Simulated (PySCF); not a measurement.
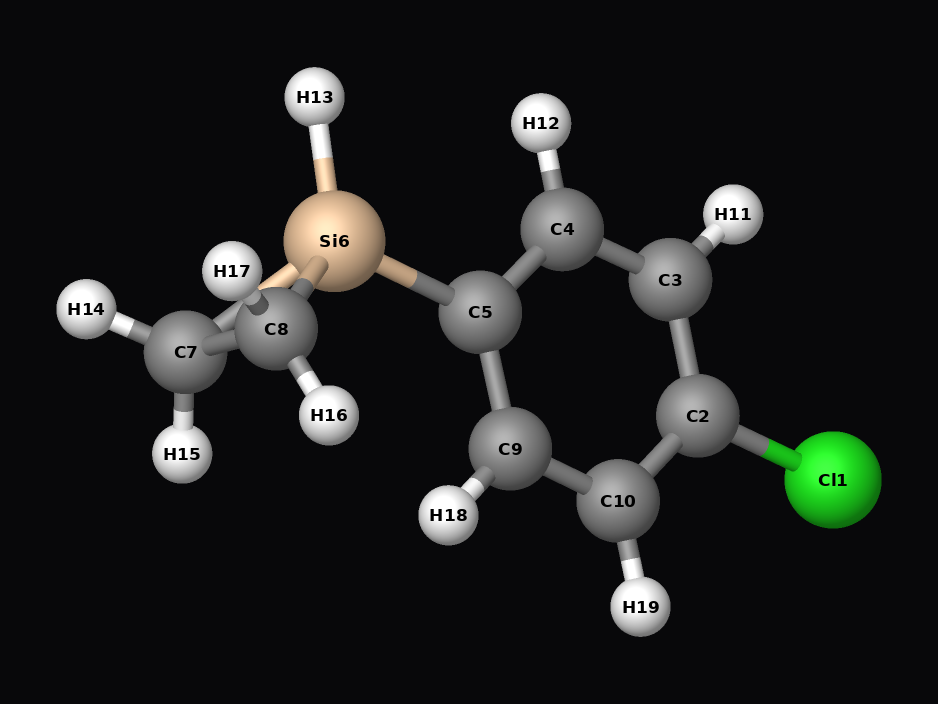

Every bond is drawn as one stick. The computed structure is the end point of a GFN2-xTB optimisation. No frequency run is at hand to confirm it as a minimum. Level of theory: PBE0/pcSseg-1 (PySCF 2.14.0).

List the Mayer bond orders of Cl1–C2, C2–C3, C2–C10, C3–C4, C4–C5, C5–Si6, C5–C9, Si6–C7, C7–C8, C9–C10 (bonds between heavy atoms, one of each equivalent set).

```
  bond  Mayer order  length (Å)
Cl1–C2         1.09       1.730
 C2–C3         1.35       1.385
C2–C10         1.34       1.386
 C3–C4         1.44       1.382
 C4–C5         1.41       1.392
C5–Si6         0.88       1.873
 C5–C9         1.40       1.393
Si6–C7         0.95       1.886
 C7–C8         0.90       1.534
C9–C10         1.46       1.381
```

The geometry is semi-empirical. Around Si such bond lengths and angles can be off by a tenth of an ångström or more and by several degrees, and values that hang on the shape move with them.
